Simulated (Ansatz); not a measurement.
# C₃H₆FN: how energies converge with the basis set

How large a basis does C₃H₆FN need? Two functionals are run in growing sets.

Computed with Ansatz 0.2.0, Gaussian basis. Level: one geometry, several basis sets.

The runs, in order: PBE0-D4/def2-SVP; ωB97M-V/def2-SVP; PBE0-D4/def2-QZVPP; ωB97M-V/def2-QZVPP; the functionals' def2-TZVPP values are taken from earlier runs.

### 1 The geometry

The geometry comes from an earlier relaxation with PBE0-D4 in a triple-zeta def2 set; it is a stationary point, not always the lowest conformer.

SMILES `C=NC(C)F`, 11 atoms, charge 0, spin multiplicity 1.

Atoms are counted from 1 here; the program's logs count them from 0.

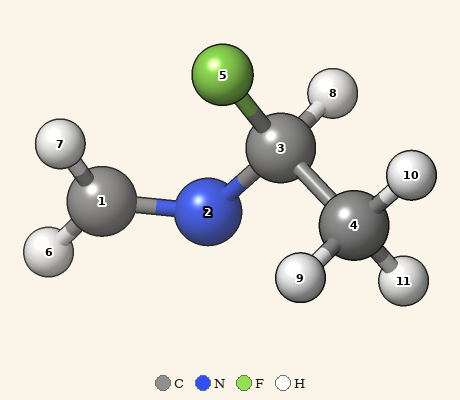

The structure; carbon grey, nitrogen blue, fluorine green, hydrogen white; atoms are numbered from 1 in the order of the file.

### 2 PBE0-D4 in def2-SVP

The input, in.yaml:

```yaml
crystal:
  periodic: [false, false, false]
  atoms:
    - {symbol: C, position_ang: [-1.392334, 1.300575, 0.198923]}
    - {symbol: N, position_ang: [-0.908213, 0.349564, -0.469124]}
    - {symbol: C, position_ang: [0.482906, 0.068471, -0.408619]}
    - {symbol: C, position_ang: [0.723925, -1.334625, 0.090968]}
    - {symbol: F, position_ang: [1.192560, 0.951504, 0.406881]}
    - {symbol: H, position_ang: [-2.463571, 1.485404, 0.135355]}
    - {symbol: H, position_ang: [-0.795413, 1.953888, 0.839053]}
    - {symbol: H, position_ang: [0.886553, 0.203386, -1.418602]}
    - {symbol: H, position_ang: [0.328893, -1.437169, 1.103383]}
    - {symbol: H, position_ang: [1.792882, -1.548440, 0.099578]}
    - {symbol: H, position_ang: [0.217211, -2.049658, -0.557197]}
basis:
  gaussian: {orbitals: def2-SVP}
hamiltonian: {xc: pbe0, dispersion: d4}
output: {orbitals: {seedname: orbitals}}
```

Run with:

```console
ansatz run in.yaml --threads 4 --pin off --events-out ev --progress --plain --max-ram 10444MiB
```

The program printed:

```text
Functional definition: PBE0
  name "PBE0"
  cite "Adamo & Barone, J. Chem. Phys. 110, 6158 (1999) doi:10.1063/1.478522"
  cite "Perdew, Burke & Ernzerhof, Phys. Rev. Lett. 77, 3865 (1996) doi:10.1103/PhysRevLett.77.3865"
  parent pbe
  parameter a = 0.25
  parameter kappa = 0.804
  parameter beta = 0.06672455060314922
  exchange = (1 - a)*pbe_x(kappa = kappa, mu = beta*pi^2/3) + a*exact_x
  correlation = pbe_c(beta = beta)
1142 factors; their error is unknown
mean field evaluation 1: about -7396.6503 eV, gradient 4.5e1 eV
mean field evaluation 2: about -7395.9394 eV, gradient 4.8e1 eV
mean field evaluation 4: about -7401.3782 eV, gradient 2.2e0 eV
mean field evaluation 8: about -7401.3807 eV, gradient 4.8e-2 eV
mean field -7401.36354336 eV, -271.9950933941 hartree, gradient 8.4e-5 eV, S^2 0.000000; 0 other end points of the search recorded, 0 dependent functions left out
reference -7401.36356751 eV, -271.9950942816 hartree; 20, 20 occupied and 80, 80 virtual orbitals, 1142 factors
Total energy: -7401.51231896 eV, -272.0005607965 hartree
```

It took 0.4 s on 4 threads of Intel Xeon 6975P-C, shared host.

### 3 ωB97M-V in def2-SVP

Edit in.yaml of step 2 so:

```diff
@@ -16,3 +16,3 @@
   gaussian: {orbitals: def2-SVP}
-hamiltonian: {xc: pbe0, dispersion: d4}
+hamiltonian: {xc: {name: wB97M-V}}
 output: {orbitals: {seedname: orbitals}}
```

Same command.

The program printed, shortened:

```text
Functional definition: wB97M-V
  name "wB97M-V"
  cite "Mardirossian & Head-Gordon, J. Chem. Phys. 144, 214110 (2016) doi:10.1063/1.4952647"
  cite "Becke, J. Chem. Phys. 107, 8554 (1997) doi:10.1063/1.475007"
  cite "Vydrov & Van Voorhis, J. Chem. Phys. 133, 244103 (2010) doi:10.1063/1.3521275"
  # Of w^i u^j: cxij and so on, Table III.
[...]
  gx(w, u) = 1 - cx + cx01*u + cx10*w
  gss(w, u) = css00 + css04*u^4 + css10*w + css20*w^2 + css43*w^4*u^3
  gos(w, u) = cos00 + cos10*w + (cos20 + cos21*u)*w^2 + (cos60 + cos61*u)*w^6
[...]
      + integral(e_c_pw_mod_opposite_spin*gos(b97_w_opposite, b97_u_opposite)) + vv10(b, c)
1142 factors; their error is unknown
262 factors; integrals over basis functions are off by at most 9.1e-6 eV
[...]
mean field -7406.46460561 eV, -272.1825539740 hartree, gradient 4.2e-5 eV, S^2 0.000000; 0 other end points of the search recorded, 0 dependent functions left out
reference -7406.46464329 eV, -272.1825553589 hartree; 20, 20 occupied and 80, 80 virtual orbitals, 1142 factors
Total energy: -7406.46464329 eV, -272.1825553589 hartree
```

Run time: 1.4 s. Hardware: 4 threads of Intel Xeon 6975P-C, shared host; peak memory 0.28 GiB.

### 4 PBE0-D4 in def2-QZVPP

Edit in.yaml of step 3 so:

```diff
@@ -15,4 +15,4 @@
 basis:
-  gaussian: {orbitals: def2-SVP}
-hamiltonian: {xc: {name: wB97M-V}}
+  gaussian: {orbitals: "def2-QZVPP.json"}
+hamiltonian: {xc: pbe0, dispersion: d4}
 output: {orbitals: {seedname: orbitals}}
```

The command is unchanged.

The program printed:

```text
Functional definition: PBE0
  name "PBE0"
  cite "Adamo & Barone, J. Chem. Phys. 110, 6158 (1999) doi:10.1063/1.478522"
  cite "Perdew, Burke & Ernzerhof, Phys. Rev. Lett. 77, 3865 (1996) doi:10.1103/PhysRevLett.77.3865"
  parent pbe
  parameter a = 0.25
  parameter kappa = 0.804
  parameter beta = 0.06672455060314922
  exchange = (1 - a)*pbe_x(kappa = kappa, mu = beta*pi^2/3) + a*exact_x
  correlation = pbe_c(beta = beta)
1255 factors; their error is unknown
mean field evaluation 1: about -7402.7095 eV, gradient 6.0e1 eV
mean field evaluation 2: about -7399.4594 eV, gradient 6.9e1 eV
mean field evaluation 4: about -7410.2877 eV, gradient 3.9e0 eV
mean field evaluation 8: about -7410.3083 eV, gradient 5.0e-1 eV
mean field evaluation 16: about -7410.3086 eV, gradient 7.8e-5 eV
mean field -7410.30856422 eV, -272.3238168474 hartree, gradient 7.8e-5 eV, S^2 0.000000; 0 other end points of the search recorded, 0 dependent functions left out
reference -7410.30860176 eV, -272.3238182272 hartree; 20, 20 occupied and 445, 445 virtual orbitals, 1255 factors
Total energy: -7410.45735321 eV, -272.3292847422 hartree
```

Run time: 3.1 s. Hardware: 4 threads of Intel Xeon 6975P-C, shared host; peak memory 1.4 GiB.

### 5 ωB97M-V in def2-QZVPP

Edit in.yaml of step 4 so:

```diff
@@ -16,3 +16,3 @@
   gaussian: {orbitals: "def2-QZVPP.json"}
-hamiltonian: {xc: pbe0, dispersion: d4}
+hamiltonian: {xc: {name: wB97M-V}}
 output: {orbitals: {seedname: orbitals}}
```

Launched as before.

The program printed, shortened:

```text
Functional definition: wB97M-V
  name "wB97M-V"
  cite "Mardirossian & Head-Gordon, J. Chem. Phys. 144, 214110 (2016) doi:10.1063/1.4952647"
  cite "Becke, J. Chem. Phys. 107, 8554 (1997) doi:10.1063/1.475007"
  cite "Vydrov & Van Voorhis, J. Chem. Phys. 133, 244103 (2010) doi:10.1063/1.3521275"
  # Of w^i u^j: cxij and so on, Table III.
[...]
  gx(w, u) = 1 - cx + cx01*u + cx10*w
  gss(w, u) = css00 + css04*u^4 + css10*w + css20*w^2 + css43*w^4*u^3
  gos(w, u) = cos00 + cos10*w + (cos20 + cos21*u)*w^2 + (cos60 + cos61*u)*w^6
[...]
      + integral(e_c_pw_mod_opposite_spin*gos(b97_w_opposite, b97_u_opposite)) + vv10(b, c)
1255 factors; their error is unknown
339 factors; integrals over basis functions are off by at most 8.9e-6 eV
[...]
mean field -7415.73700575 eV, -272.5233083941 hartree, gradient 3.6e-5 eV, S^2 0.000000; 0 other end points of the search recorded, 0 dependent functions left out
reference -7415.73706436 eV, -272.5233105481 hartree; 20, 20 occupied and 445, 445 virtual orbitals, 1255 factors
Total energy: -7415.73706436 eV, -272.5233105481 hartree
```

It took 7 s on 4 threads of Intel Xeon 6975P-C, shared host; peak memory 1.7 GiB.

### 6 Density functionals: the series

The def2-TZVPP values come from earlier runs at the same geometry.

| functional | basis | functions | energy (eV) | from the largest (eV) | HOMO (eV) | LUMO (eV) |
| --- | --- | --- | --- | --- | --- | --- |
| PBE0-D4 | def2-SVP | 100 | -7401.5123 | 8.945 | -7.67 | -0.29 |
| PBE0-D4 | def2-TZVPP | 239 | -7410.0563 | 0.401 | -7.85 | -0.53 |
| PBE0-D4 | def2-QZVPP | 465 | -7410.4574 | 0.000 | -7.88 | -0.61 |
| ωB97M-V | def2-SVP | 100 | -7406.4646 | 9.272 | -10.06 | 2.04 |
| ωB97M-V | def2-TZVPP | 239 | -7415.3500 | 0.387 | -10.26 | 1.67 |
| ωB97M-V | def2-QZVPP | 465 | -7415.7371 | 0.000 | -10.29 | 1.46 |

### 7 Summary of results

| quantity | value |
| --- | --- |
| PBE0-D4: double and triple zeta above quadruple | 8.95, 0.40 eV |
| ωB97M-V: double and triple zeta above quadruple | 9.27, 0.39 eV |

PBE0-D4 gains 8.54 eV from double to triple zeta, then 0.40 eV more. These are total energies; as a rule much of such shifts cancels in differences, which this series doesn't test. The LUMO of ωB97M-V is positive and keeps falling with the basis (2.04 to 1.46 eV): an unbound level that the basis holds in place.

For PBE0-D4 the largest set took about 8 times as long as the smallest (3.1 s against 0.4 s).
